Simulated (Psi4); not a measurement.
**GeSe (Germanium monoselenide): M06-L/cc-pVTZ (sweep point 6)**

What is the vertical ionisation energy of GeSe (Germanium monoselenide) at M06-L/cc-pVTZ (sweep point 6)? 

The results are computed with Psi4 1.11.

## 1. The molecule

GeSe has 2 atoms, charge 0, and is taken as a singlet. As SMILES, `[Ge-]#[Se+]`. The bond length is the measured one.

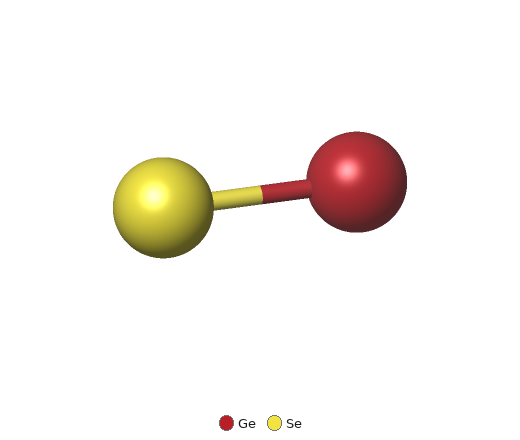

Viewed from a chosen angle; germanium red, selenium yellow.

## 2. A single-point energy at M06-L/cc-pVTZ (sweep point 6)

gese.inp

```
memory 1600 mb

molecule {
  0 1
  Ge     0.000000     0.000000     0.000000
  Se     0.000000     0.000000     2.134629
  symmetry c1
}

set basis cc-pVTZ
set puream true
set scf_type pk
set dft_radial_points 99
set dft_spherical_points 590

e, wfn = energy("m06-l", return_wfn=True)
print_variables()
```

The run is started by

```bash
$ psi4 -i gese.inp -o gese.out -n 1
```

gese.out:

```text
[...]
  Running in c1 symmetry.
[...]
  Nuclear repulsion =  269.716566770600423
[...]
  Multiplicity = 1
[...]
  Nalpha       = 33
  Nbeta        = 33
[...]
    Number of basis functions: 86
[...]
   @RKS iter   1: -4477.02072368500194   -4.20564e+00   2.94156e-02 ADIIS/DIIS
[...]
   @RKS iter  10: -4478.54143372282306   -4.51600e-08   8.89509e-07 DIIS
[...]
    Orbital Energies [Eh]
    ---------------------
    Doubly Occupied:
       1A   -453.179985     2A   -398.100690     3A    -57.957908
       4A    -51.901942     5A    -51.901942     6A    -51.901222
       7A    -49.700290     8A    -44.120055     9A    -44.120055
      10A    -44.117392    11A     -7.812636    12A     -6.237472
      13A     -5.698307    14A     -5.698307    15A     -5.696434
      16A     -4.360967    17A     -4.360967    18A     -4.352566
      19A     -2.012944    20A     -2.012943    21A     -2.011691
      22A     -2.011429    23A     -2.011429    24A     -1.150986
      25A     -1.150986    26A     -1.145260    27A     -1.145260
      28A     -1.145246    29A     -0.642333    30A     -0.418231
      31A     -0.244350    32A     -0.243926    33A     -0.243926
[...]
  @RKS Final Energy: -4478.54143372282306
   => Energetics <=
    Nuclear Repulsion Energy =            269.7165667706004228
    One-Electron Energy =               -6777.6468458465860749
    Two-Electron Energy =                2195.5044418233933357
    DFT Exchange-Correlation Energy =    -166.1155964702300594
    Empirical Dispersion Energy =           0.0000000000000000
    VV10 Nonlocal Energy =                  0.0000000000000000
    Total Energy =                      -4478.5414337228230579
[...]
 Multipole Moments:
 ------------------------------------------------------------------------------------
     Multipole            Electronic (a.u.)      Nuclear  (a.u.)        Total (a.u.)
 ------------------------------------------------------------------------------------
 L = 1.  Multiply by 2.5417464519 to convert [e a0] to [Debye]
 Dipole X            :         -0.0000000            0.0000000           -0.0000000
 Dipole Y            :         -0.0000000            0.0000000           -0.0000000
 Dipole Z            :          0.4969637           -1.1539755           -0.6570118
 Magnitude           :                                                    0.6570118
[...]
```

It took 44 s on 1 thread of Intel Xeon 6975P-C (Granite Rapids), shared host; peak memory 1.7 GiB.

## 3. The doublet cation at the same level

job.in

```
memory 1600 MB

molecule {
  1 2
  Ge     0.000000     0.000000     0.000000
  Se     0.000000     0.000000     2.134629
  symmetry c1
}

set basis cc-pVTZ
set reference uks
set puream true
set scf_type pk
set dft_radial_points 99
set dft_spherical_points 590
set maxiter 150

result, w = energy('m06-l', return_wfn=True)
```

The run is started by

```bash
$ psi4 -i job.in -o job.out -n 1
```

job.out:

```text
[...]
  Running in c1 symmetry.
[...]
  Nuclear repulsion =  269.716566770600423
[...]
  Multiplicity = 2
[...]
  Nalpha       = 33
  Nbeta        = 32
[...]
    Number of basis functions: 86
[...]
   @UKS iter   1: -4476.85451964481763   -4.03944e+00   2.84573e-02 DIIS/ADIIS
[...]
   @UKS iter  12: -4478.18743368739342   -8.59191e-08   7.42448e-07 DIIS
[...]
   @S^2 Observed:                7.544610230E-01
[...]
    Orbital Energies [Eh]
    ---------------------
    Alpha Occupied:
       1A   -453.461438     2A   -398.362135     3A    -58.237739
       4A    -52.185410     5A    -52.180694     6A    -52.180545
       7A    -49.960397     8A    -44.381145     9A    -44.379799
      10A    -44.377420    11A     -8.092509    12A     -6.497349
      13A     -5.986875    14A     -5.973305    15A     -5.972942
      16A     -4.623369    17A     -4.618988    18A     -4.611673
      19A     -2.299222    20A     -2.295903    21A     -2.295526
      22A     -2.285645    23A     -2.285009    24A     -1.411704
      25A     -1.411192    26A     -1.406878    27A     -1.404063
      28A     -1.402945    29A     -0.930171    30A     -0.672550
      31A     -0.534674    32A     -0.497872    33A     -0.487343
[...]
  @UKS Final Energy: -4478.18743368739342
   => Energetics <=
    Nuclear Repulsion Energy =            269.7165667706004228
    One-Electron Energy =               -6759.9359286688750217
    Two-Electron Energy =                2177.9294830712115072
    DFT Exchange-Correlation Energy =    -165.8975548603299899
    Empirical Dispersion Energy =           0.0000000000000000
    VV10 Nonlocal Energy =                  0.0000000000000000
    Total Energy =                      -4478.1874336873934226
[...]
 Multipole Moments:
 ------------------------------------------------------------------------------------
     Multipole            Electronic (a.u.)      Nuclear  (a.u.)        Total (a.u.)
 ------------------------------------------------------------------------------------
 L = 1.  Multiply by 2.5417464519 to convert [e a0] to [Debye]
 Dipole X            :         -0.0000000            0.0000000           -0.0000000
 Dipole Y            :          0.0000000            0.0000000            0.0000000
 Dipole Z            :          0.5912799           -1.1539755           -0.5626956
 Magnitude           :                                                    0.5626956
[...]
```

Run time: 57 s. Hardware: 1 thread of Intel Xeon 6975P-C (Granite Rapids), shared host; peak memory 1.7 GiB.

## 4. Results

At M06-L/cc-pVTZ (sweep point 6):

| quantity | value |
| --- | --- |
| singlet GeSe: total energy | -4478.54143 Eh |
| singlet GeSe: dipole moment | 1.67 D |
| singlet GeSe: HOMO energy | -6.64 eV |
| singlet GeSe: LUMO energy | -2.85 eV |
| singlet GeSe: HOMO–LUMO gap | 3.78 eV |
| doublet cation: total energy | -4478.18743 Eh |
| doublet cation: HOMO energy (highest over α and β) | -13.01 eV |
| doublet cation: LUMO energy (lowest over α and β) | -12.71 eV |
| doublet cation: ⟨S²⟩ | 0.754 |
| vertical ionisation energy (to the doublet cation) | 9.633 eV |

**Reading.** Removing an electron at fixed nuclei costs 9.63 eV (929 kJ/mol). −ε(HOMO) before ionisation, 6.64 eV, is 3.00 eV below this ionisation energy.
